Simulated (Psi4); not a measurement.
**BHOF2 (difluorohydroxyborane): TPSS/def2-TZVPD (density fitting with cc-pvtz-jkfit, sweep point 4)**

Aim: the vertical singlet–triplet gap of BHOF2 (difluorohydroxyborane) at TPSS/def2-TZVPD (density fitting with cc-pvtz-jkfit, sweep point 4), from 2 runs. 

The calculation is run with Psi4 1.11.

3 further runs of the same task are left out: 3 that didn't finish.

### Step 1. The structure to begin with

The species is BHOF2 (5 atoms), meant as a singlet with charge 0. SMILES: `OB(F)F`. The shape is that of a PBE0-D4/def2-TZVP optimisation.

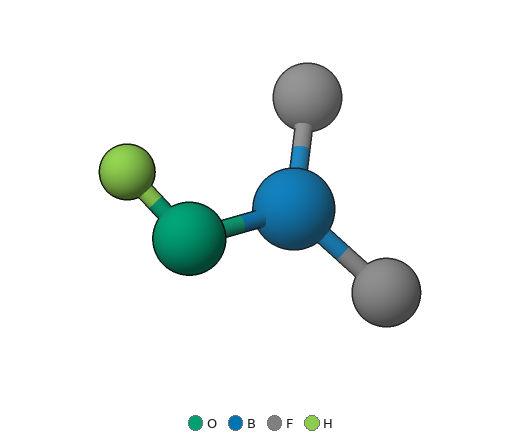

The structure, seen from a chosen angle (oxygen teal, boron blue, fluorine grey, hydrogen green).

### Step 2. A single-point energy at TPSS/def2-TZVPD (density fitting with cc-pvtz-jkfit, sweep point 4)

calc.inp reads:

```
memory 1600 mb

molecule {
  0 1
  O      0.038630     1.000750     0.174310
  B      0.105760    -0.342460     0.137210
  F      0.731030    -0.986880     1.100700
  F     -0.439530    -1.051930    -0.843330
  H     -0.435890     1.380520    -0.568880
  symmetry c1
}

set puream true
set scf_type df
set dft_radial_points 99
set dft_spherical_points 590
set df_basis_scf cc-pvtz-jkfit

energy("tpss/def2-TZVPD")
print_variables()
```

Started as:

```
$ psi4 -n 1 calc.inp calc.out
```

calc.out:

```text
[...]
  Running in c1 symmetry.
[...]
  Nuclear repulsion =  112.725598717264262
[...]
  Multiplicity = 1
[...]
  Nalpha       = 16
  Nbeta        = 16
[...]
    Number of basis functions: 166
[...]
   @DF-RKS iter   1:  -300.43470832487156   -3.07119e-01   5.47376e-03 ADIIS/DIIS
[...]
   @DF-RKS iter   9:  -300.69649233415572   -9.78171e-08   3.79641e-07 DIIS
[...]
    Orbital Energies [Eh]
    ---------------------
    Doubly Occupied:
       1A    -24.429753     2A    -24.425886     3A    -18.928049
       4A     -6.707549     5A     -1.167131     6A     -1.139297
       7A     -0.995138     8A     -0.556840     9A     -0.514729
      10A     -0.482812    11A     -0.448649    12A     -0.411877
      13A     -0.388368    14A     -0.374673    15A     -0.347849
      16A     -0.332925
[...]
  @DF-RKS Final Energy:  -300.69649233415572
   => Energetics <=
    Nuclear Repulsion Energy =            112.7255987172642619
    One-Electron Energy =                -640.2187842762722312
    Two-Electron Energy =                 260.9111072235762094
    DFT Exchange-Correlation Energy =     -34.1144139987239328
    Empirical Dispersion Energy =           0.0000000000000000
    VV10 Nonlocal Energy =                  0.0000000000000000
    Total Energy =                       -300.6964923341557210
[...]
 Multipole Moments:
 ------------------------------------------------------------------------------------
     Multipole            Electronic (a.u.)      Nuclear  (a.u.)        Total (a.u.)
 ------------------------------------------------------------------------------------
 L = 1.  Multiply by 2.5417464519 to convert [e a0] to [Debye]
 Dipole X            :          0.2681372           -0.5864318           -0.3182946
 Dipole Y            :         -2.3401481            2.8269837            0.4868356
 Dipole Z            :          0.1854950           -0.6583888           -0.4728938
 Magnitude           :                                                    0.7496325
[...]
```

Run time: 45 s. Hardware: 1 thread of Intel Xeon at 2.70GHz, shared host; peak memory 1.2 GiB.

### Step 3. The triplet

input.inp reads:

```
memory 1600 mb

molecule geom {
  0 3
  O      0.038630     1.000750     0.174310
  B      0.105760    -0.342460     0.137210
  F      0.731030    -0.986880     1.100700
  F     -0.439530    -1.051930    -0.843330
  H     -0.435890     1.380520    -0.568880
  symmetry c1
}

set globals {
  basis def2-TZVPD
  reference uks
  puream true
  scf_type df
  dft_radial_points 99
  dft_spherical_points 590
  df_basis_scf cc-pvtz-jkfit
  maxiter 100
}

energy('tpss')
```

Started as:

```
$ psi4 input.inp input.out -n 1
```

input.out:

```text
[...]
  Running in c1 symmetry.
[...]
  Nuclear repulsion =  112.725598717264262
[...]
  Multiplicity = 3
[...]
  Nalpha       = 17
  Nbeta        = 15
[...]
    Number of basis functions: 166
[...]
   @DF-UKS iter   1:  -300.03351728936411    9.40717e-02   5.31079e-03 DIIS/ADIIS
[...]
   @DF-UKS iter  14:  -300.38405472554672   -1.52592e-08   6.04992e-07 DIIS
[...]
   @S^2 Observed:                2.002888287E+00
[...]
    Orbital Energies [Eh]
    ---------------------
    Alpha Occupied:
       1A    -24.509606     2A    -24.509513     3A    -19.129428
       4A     -6.805170     5A     -1.245713     6A     -1.215587
       7A     -1.172662     8A     -0.690189     9A     -0.591533
      10A     -0.576988    11A     -0.571644    12A     -0.517193
      13A     -0.498651    14A     -0.468440    15A     -0.466099
      16A     -0.436236    17A     -0.094530
    Alpha Virtual:
      18A     -0.083583    19A     -0.031527    20A      0.007822
      21A      0.009376    22A      0.035438    23A      0.038378
      24A      0.058673    25A      0.063727    26A      0.074233
[...]
  @DF-UKS Final Energy:  -300.38405472554672
   => Energetics <=
    Nuclear Repulsion Energy =            112.7255987172642619
    One-Electron Energy =                -636.8575971746045070
    Two-Electron Energy =                 257.6736700556475625
    DFT Exchange-Correlation Energy =     -33.9257263238540219
    Empirical Dispersion Energy =           0.0000000000000000
    VV10 Nonlocal Energy =                  0.0000000000000000
    Total Energy =                       -300.3840547255467186
[...]
 Multipole Moments:
 ------------------------------------------------------------------------------------
     Multipole            Electronic (a.u.)      Nuclear  (a.u.)        Total (a.u.)
 ------------------------------------------------------------------------------------
 L = 1.  Multiply by 2.5417464519 to convert [e a0] to [Debye]
 Dipole X            :          0.9866601           -0.5864318            0.4002283
 Dipole Y            :         -3.2879949            2.8269837           -0.4610112
 Dipole Z            :          1.2675639           -0.6583888            0.6091752
 Magnitude           :                                                    0.8624433
[...]
```

It took 1.7 min on 1 thread of Intel Xeon at 2.70GHz, shared host; peak memory 1.2 GiB.

### Step 4. Outcome

Level: TPSS/def2-TZVPD (density fitting with cc-pvtz-jkfit, sweep point 4).

| quantity | value |
| --- | --- |
| singlet: total energy | -300.69649 Eh |
| singlet: dipole moment | 1.91 D |
| singlet: HOMO energy | -9.06 eV |
| singlet: LUMO energy | -0.81 eV |
| singlet: HOMO–LUMO gap | 8.24 eV |
| triplet: total energy | -300.38405 Eh |
| triplet: dipole moment | 2.19 D |
| triplet: HOMO energy (highest over α and β) | -2.57 eV |
| triplet: ⟨S²⟩ | 2.003 |
| vertical energy of the triplet above the singlet | 8.502 eV |

**Reading.** At this shape the triplet lies 8.50 eV (196 kcal/mol) above the singlet.
